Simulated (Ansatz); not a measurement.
**CH5Al (triplet): from Hartree-Fock to the top rungs at distance Al1–H4 along a hydrogen transfer = 1.943 Å, cc-pVDZ**

Aim: climb from Hartree-Fock through coupled cluster and multireference methods for CH5Al (triplet) at one geometry and basis, and see what each rung misses.

The runs use Ansatz 0.2.0, Gaussian basis; cc-pVDZ, core rule «outside noble gas», up to 6 orbitals frozen.

To be run: UHF; CCSD(T) on ROHF; CCSD(T) on UHF; BCCD(T) on ROHF; CISD; CCSDT(Q) on ROHF; CCSDT(Q) on UHF; CASSCF and NEVPT2, 4 electrons in 4 orbitals.

7 further runs of the same task are left out: 1 for a mislabelled method, 6 that didn't finish.

## 1. What is computed

The geometry derives from fragments relaxed apart (PBE0/def2-TZVP) and kept rigid, so it is no stationary point. A hydrogen atom is moved between rigid fragments.

7 atoms, charge 0, spin multiplicity 3.

Atoms are counted from 1 here; the program's logs count them from 0.

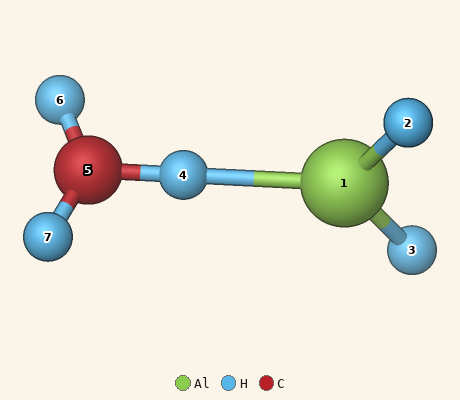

The geometry (aluminium green, hydrogen blue, carbon red); atoms are numbered from 1 in the order of the file.

## 2. UHF

Contents of in.yaml:

```yaml
crystal:
  periodic: [false, false, false]
  atoms:
    - {symbol: Al, position_ang: [-1.012122, 0.000000, 0.000000]}
    - {symbol: H, position_ang: [-1.805046, 1.373384, 0.000000]}
    - {symbol: H, position_ang: [-1.805046, -1.373384, 0.000000]}
    - {symbol: H, position_ang: [0.930878, 0.000000, 0.000000]}
    - {symbol: C, position_ang: [2.079878, 0.000000, 0.000000]}
    - {symbol: H, position_ang: [2.494346, 0.000000, 0.996161]}
    - {symbol: H, position_ang: [2.494346, 0.000000, -0.996161]}
basis:
  gaussian: {orbitals: cc-pVDZ}
magnetization: {spin_polarized: true, initial_magnetization: 2}
hamiltonian: {xc: hf}
output: {orbitals: {seedname: orbitals}}
```

Started as:

```sh
$ ansatz run in.yaml --threads 1 --pin off --events-out ev --progress --plain --max-ram 2393MiB
```

After this run come: CCSD(T) on ROHF; CCSD(T) on UHF; BCCD(T) on ROHF; CISD; CCSDT(Q) on ROHF; CCSDT(Q) on UHF; CASSCF and NEVPT2, 4 electrons in 4 orbitals.

**Question.** What will the summary of the whole plan be? Wanted: UCCSDT(Q) below the RHF energy; RMP2 from UCCSDT(Q); UMP2 from UCCSDT(Q); RCCSD from UCCSDT(Q); RCCSD(T) from UCCSDT(Q); UCCSD(T) from UCCSDT(Q); RCCSDT(Q) from UCCSDT(Q); NEVPT2 pair from UCCSDT(Q); T1 diagnostic.

**Answer**, as computed:

| quantity | value |
| --- | --- |
| UCCSDT(Q) below the RHF energy | -6.7262 eV |
| RMP2 from UCCSDT(Q) | +1308.7 meV |
| UMP2 from UCCSDT(Q) | +1321.9 meV |
| RCCSD from UCCSDT(Q) | +160.5 meV |
| RCCSD(T) from UCCSDT(Q) | +32.4 meV |
| UCCSD(T) from UCCSDT(Q) | +32.5 meV |
| RCCSDT(Q) from UCCSDT(Q) | +0.9 meV |
| NEVPT2 pair from UCCSDT(Q) | +1333.9 meV |
| levels within 1 kcal/mol (43 meV) | RCCSD(T), UCCSD(T), BCCD(T), RCCSDT, UCCSDT, RCCSDT(Q) |
| T1 diagnostic | 0.019 |

What this shows: RCCSD(T) lands +32.4 meV from the yardstick (0.5 % of the correlation energy). These misses are within one basis, not against nature; the frozen cores of restricted and unrestricted runs differ, which can shift their rows.
